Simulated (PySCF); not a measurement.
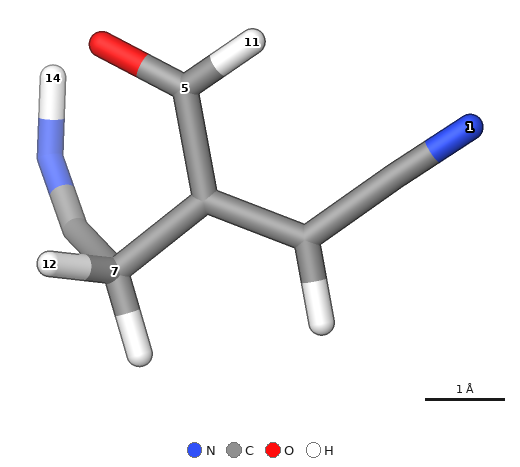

Figure 1. The structure (stick view, seen at a tilt; atoms are numbered from 1 in the order of the input).

**Run report: C₆H₅N₂O, EPR calculation**

The run: EPR calculation of C₆H₅N₂O, multiplicity 2. Method and program: UKS B3LYP, pcH-1 on C H N O, non-relativistic, mean-field spin-orbit, GIAO (PySCF 2.14.0).

It belongs to a series of runs on one base structure; here: H added to N.

### What the program printed
```
UKS, coarse grid
  cycle   1  E = -416.03616789  |g| = 6.93e-01
  cycle   2  E = -412.74344809  |g| = 2.21e+00
  cycle   3  E = -416.10858075  |g| = 4.93e-01
  cycle   4  E = -416.23456072  |g| = 2.50e-01
  cycle   5  E = -416.25543926  |g| = 1.21e-01
  cycle   6  E = -416.26176264  |g| = 6.72e-02
  cycle   7  E = -416.26364128  |g| = 3.89e-02
  cycle   8  E = -416.26406270  |g| = 2.71e-02
  cycle   9  E = -416.26444990  |g| = 9.65e-03
  cycle  10  E = -416.26449242  |g| = 5.26e-03
  cycle  11  E = -416.26450608  |g| = 1.76e-03
  cycle  12  E = -416.26450729  |g| = 1.01e-03
  cycle  13  E = -416.26450773  |g| = 4.80e-04
UKS, final grid
  cycle   1  E = -416.26446371  |g| = 9.58e-04
  cycle   2  E = -416.26446202  |g| = 2.25e-03
  cycle   3  E = -416.26446412  |g| = 2.30e-04
  cycle   4  E = -416.26446415  |g| = 7.40e-05
  cycle   5  E = -416.26446416  |g| = 7.77e-05
  cycle   6  E = -416.26446417  |g| = 2.37e-05
E = -416.26446417 Eh   <S^2> = 0.7661 (exact 0.7500)
g shifts (ppm)      1          2          3
  rmc          -178       -178       -178
  gc             16         -1        -49
  oz_so       -1815        230        738
  total       -1977         51        511
hyperfine (MHz)  atom isotope    a_iso     a_fc   dipolar eigenvalues
    0   14N       2.91       2.91     -5.75     -4.45     10.20
    1   13C     -17.78     -17.78     -6.25     -0.74      7.00
    2   13C      23.05      23.05    -22.52    -22.37     44.89
    3   13C      14.23      14.23    -13.35      0.89     12.46
    4   13C       5.62       5.62     -5.71     -4.95     10.67
    5   17O      -5.29      -5.29     -4.12      0.68      3.44
    6   13C      49.83      49.83     -3.26     -2.94      6.20
    7   13C     244.85     244.85    -39.05    -33.70     72.75
    8   14N      82.68      82.68     -7.42     -4.81     12.23
    9    1H     -17.66     -17.66     -9.55     -0.58     10.13
   10    1H      -4.98      -4.98     -2.27     -1.27      3.54
   11    1H     -13.37     -13.37     -4.87     -1.84      6.70
   12    1H      34.71      34.71     -4.72     -2.07      6.80
   13    1H     178.29     178.29     -7.15     -1.64      8.79
```

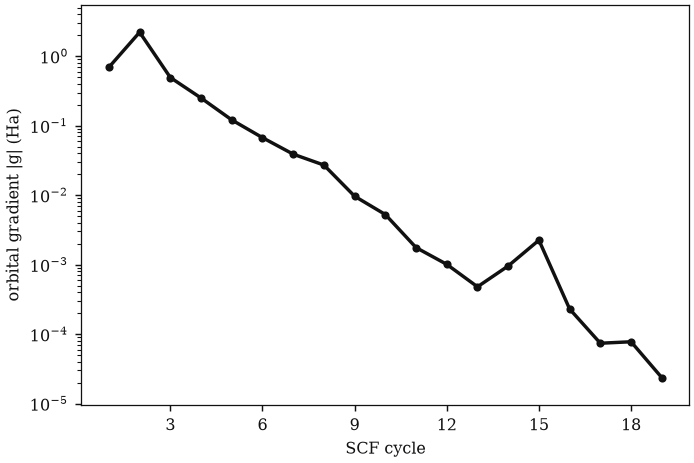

Figure 2. Convergence of the self-consistent field: orbital gradient |g| against the SCF cycle. All cycles printed in the log are drawn one after another.

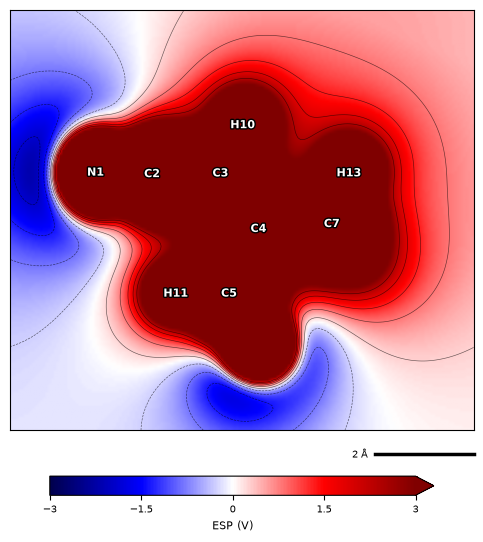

Figure 3. Electrostatic potential on the plane of atoms C4, C3 and H10. Atoms in the plane: N, C and H.

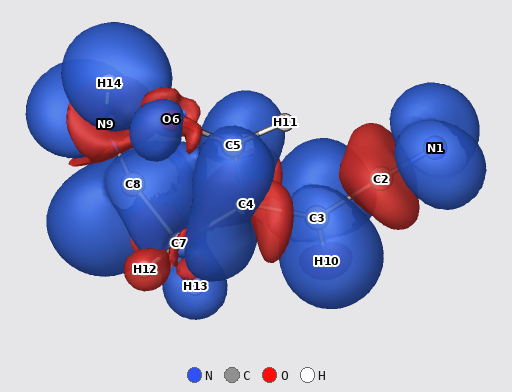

Figure 4. Isosurfaces of the spin density at +0.004 (blue) and −0.004 e/Å³ (red), seen at a tilt. The unpaired spin (1 electron) lies mostly on C8 (about 0.4), C3 (about 0.2), N9 (about 0.1) and N1 (about 0.1), in electrons by Hirshfeld's partition.

The run was set up as follows.

### Input file
```
{"job": {"kind": "epr", "basis": "pcH-1"}, "charge": 0, "multiplicity": 2}
N      3.439180    -1.279012     0.216185
C      2.387720    -0.960997     0.563113
C      1.127241    -0.595816     1.028740
C      0.246024     0.177813     0.319447
C      0.572404     0.655878    -1.005941
O     -0.224915     1.133961    -1.800227
C     -1.143202     0.419734     0.838211
C     -2.020638    -0.164693    -0.155968
N     -2.336416    -0.370785    -1.283965
H      0.871690    -0.964844     2.013193
H      1.635419     0.537045    -1.275889
H     -1.388889     1.486645     0.838807
H     -1.286050     0.016837     1.841305
H     -1.880247    -0.092238    -2.159177
```

The first line tells a small driver script what to run in PySCF; the rest is the geometry in Å.

Launch command:
```bash
OMP_NUM_THREADS=1 python <driver script> task.json out
```

### Results in brief

| quantity | value |
| --- | --- |
| outcome | converged |
| total energy | −416.264464 hartree |
| ⟨S²⟩ | 0.766 |
| isotropic g | 2.0018 |
| hardware | 1 CPU thread, shared host |
| wall time | 64 s |
| peak memory | 0.97 GiB |
